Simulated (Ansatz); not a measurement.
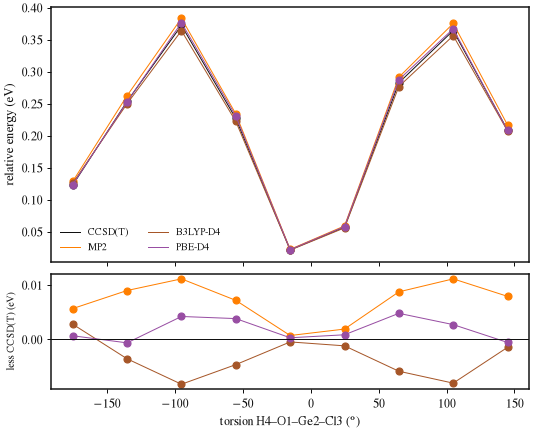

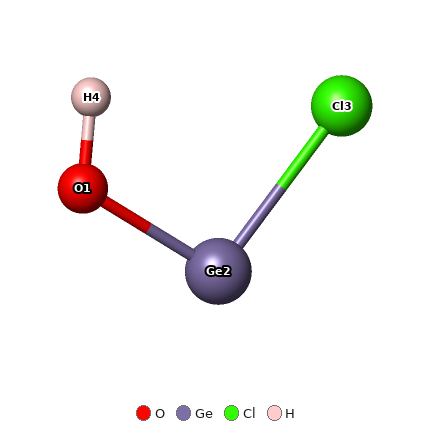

Rigid scan of the torsion H4–O1–Ge2–Cl3 in GeHOCl, SMILES [OH][Ge][Cl], singlet. The Ansatz code 0.2.0, def2-TZVPP, cores frozen in correlated methods. A torsion is scanned from the minimum (PBE0-D4/def2-TZVP); energies less that of the minimum at the same level; relaxed scans hold all four atoms in place. On heavy atoms the filled d shell below the valence is correlated. Straight lines join the computed points.

### Order the curves at −95°, where they differ most.

B3LYP-D4 0.364, CCSD(T) 0.372, PBE-D4 0.376, MP2 0.383 eV, from lowest to highest.

### How far can the coupled-cluster curve be trusted along the scan?

The calculation's T1 diagnostic reaches at most 0.014 (at −175°), under the customary mark of 0.02, so it gives no sign of multireference character.

### Give the values at the computed points.

In eV:
```tsv
torsion H4–O1–Ge2–Cl3 (°)	CCSD(T)	MP2	B3LYP-D4	PBE-D4
−175	0.123	0.129	0.126	0.124
−135	0.254	0.263	0.250	0.253
−95	0.372	0.383	0.364	0.376
−55	0.227	0.234	0.222	0.231
−15	0.022	0.022	0.021	0.022
25	0.057	0.059	0.056	0.058
65	0.283	0.291	0.277	0.287
105	0.364	0.375	0.356	0.367
145	0.209	0.217	0.207	0.208
```

Note: no scalar relativity up to krypton.
